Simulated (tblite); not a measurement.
Potential energy surface of CHN, singlet: collinear H-C-N surface. Scanned: H-C distance and C-N distance.

Cartesian coordinates as functions of the variables (Å; names that start with a are angles):
```
H  0  0  -r1
C  0  0  0
N  0  0  r2
```

Method: GFN2-xTB, 300 K electronic temperature in tblite.

Energy in kcal/mol above the lowest grid point; x is the H-C distance (Å), y the C-N distance (Å).

| y \ x | 0.91 | 0.98 | 1.04 | 1.08 | 1.14 | 1.20 | 1.26 | 1.34 | 1.42 | 1.53 | 1.60 |
|---|---|---|---|---|---|---|---|---|---|---|---|
| 1.72 | 180.0 | 170.2 | 167.4 | 167.4 | 169.5 | 173.3 | 178.0 | 185.4 | 193.2 | 204.1 | 210.9 |
| 1.64 | 155.0 | 145.3 | 142.6 | 142.7 | 144.9 | 148.8 | 153.7 | 161.2 | 169.2 | 180.3 | 187.2 |
| 1.53 | 117.7 | 108.2 | 105.6 | 105.8 | 108.1 | 112.0 | 117.1 | 124.8 | 133.0 | 144.4 | 151.5 |
| 1.43 | 82.4 | 72.9 | 70.3 | 70.6 | 72.9 | 77.0 | 82.1 | 89.9 | 98.2 | 109.8 | 117.0 |
| 1.35 | 55.1 | 45.6 | 43.0 | 43.2 | 45.6 | 49.6 | 54.8 | 62.6 | 70.9 | 82.6 | 89.9 |
| 1.28 | 33.9 | 24.3 | 21.7 | 21.9 | 24.2 | 28.2 | 33.4 | 41.2 | 49.5 | 61.2 | 68.6 |
| 1.23 | 21.8 | 12.2 | 9.4 | 9.6 | 11.9 | 15.9 | 21.0 | 28.8 | 37.1 | 48.8 | 56.1 |
| 1.17 | 12.9 | 3.0 | 0.2 | 0.3 | 2.5 | 6.4 | 11.4 | 19.1 | 27.4 | 39.0 | 46.3 |
| 1.11 | 13.1 | 3.0 | 0.0 | 0.0 | 2.0 | 5.8 | 10.7 | 18.3 | 26.4 | 37.9 | 45.2 |
| 1.05 | 27.1 | 16.7 | 13.5 | 13.3 | 15.1 | 18.7 | 23.5 | 30.8 | 38.8 | 50.1 | 57.3 |
| 0.98 | 69.7 | 58.8 | 55.1 | 54.7 | 56.2 | 59.5 | 64.0 | 71.0 | 78.7 | 89.8 | 96.9 |

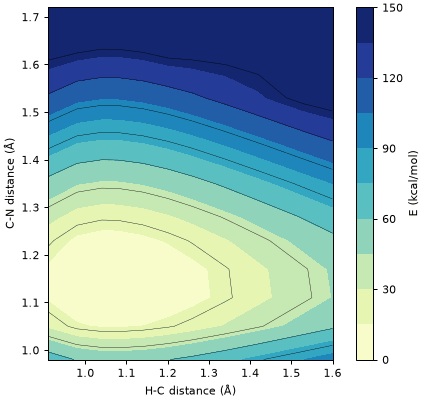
Figure: Energy surface, cut off at 149 kcal/mol.

Points that lie below all their neighbours on the grid: x = 1.08, y = 1.11 (0.0 kcal/mol).
